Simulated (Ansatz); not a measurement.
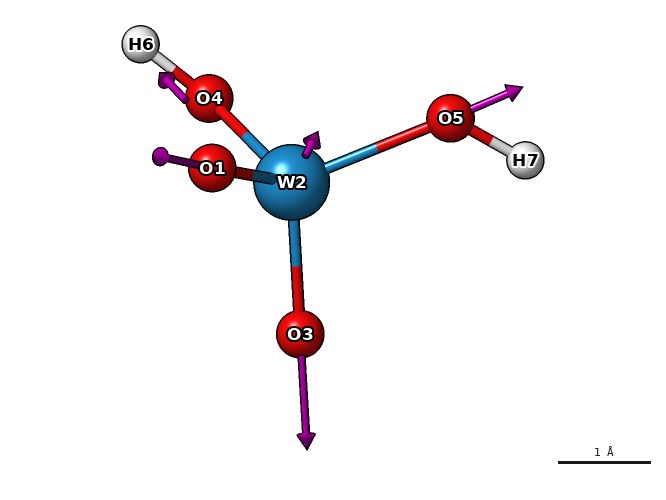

Arrows show the forces on the atoms, 2 Å of arrow for 1 eV/Å; forces under a tenth of the largest aren't drawn. The species is neutral and a spin singlet. Level of theory: B3LYP-D4/def2-TZVPP (Ansatz 0.2.0).

List the force components in the frame of the picture (x right, y up, z towards the viewer), in eV/Å.

| atom | Fx | Fy | Fz |
| --- | --- | --- | --- |
| O1 | −0.27 | 0.06 | 0.46 |
| W2 | 0.07 | 0.14 | −0.10 |
| O3 | 0.03 | −0.52 | −0.14 |
| O4 | −0.15 | 0.15 | −0.24 |
| O5 | 0.29 | 0.13 | 0.04 |
| H6 | −0.03 | 0.03 | −0.03 |
| H7 | 0.05 | 0.01 | 0.00 |
